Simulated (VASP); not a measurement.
Shape and ions are relaxed at each volume.

Energy against volume of As (a7). Computed with LDA (Ceperley-Alder, Perdew-Zunger), VASP's LDA PAW potentials (set 64) (plane waves; VASP).

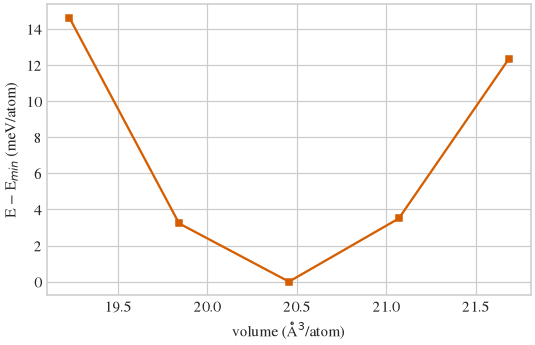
Figure: Energy against volume

Question: Estimate the equilibrium volume and the bulk modulus.

Answer: The minimum lies near 20.4 Å³/atom, and the curvature gives B0 of about 58 GPa.

Measured: bulk modulus 40.8 GPa at 0 K (computed value off by +42.8 %), as given by K. Lejaeghere et al., Critical reviews in solid state and materials sciences/CRC critical reviews in solid state and materials sciences (2013), arXiv:1204.2733 [extrapolated to 0 K and zero-point effects removed (source: thermally corrected experimental values)].

The compound is As in the a7 structure. It was relaxed first, which changed the volume by -5 %.
